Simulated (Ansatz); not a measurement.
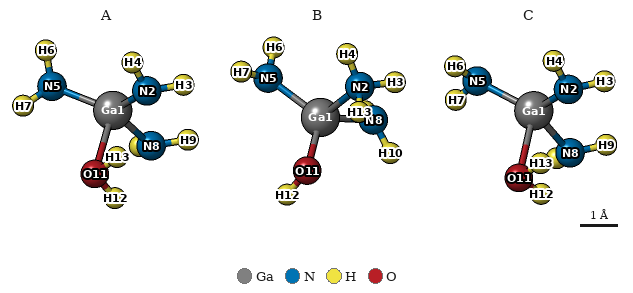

3 geometries from a converged minimum-energy path of GaN₃H₈O, shuffled. Style: ball-and-stick. Shown from a free direction.

These are results of RKS B3LYP-D4/def2-SVP (Ansatz), not measurements. Run with 5 movable images; climbing image; force threshold 0.05 eV/Å; iteration limit 60; starting path through a guess of the saddle point.

**One of them is the converged climbing image. Which?**

A. In order along the path, whose images run from 0 to 6: C (image 0, 0.00 eV), A (image 2, +0.06 eV), B (image 6, −0.56 eV). A hydrogen atom shifts from one atom to another. Breaking: O11–H13 (0.98 → 0.99 at the top → 2.52 Å). Forming: N2–H13 (2.19 → 2.01 at the top → 1.02 Å).

The run took 3.1 min on 4 threads of Arm Neoverse V2, with other jobs on the host, peak memory 0.34 GiB.
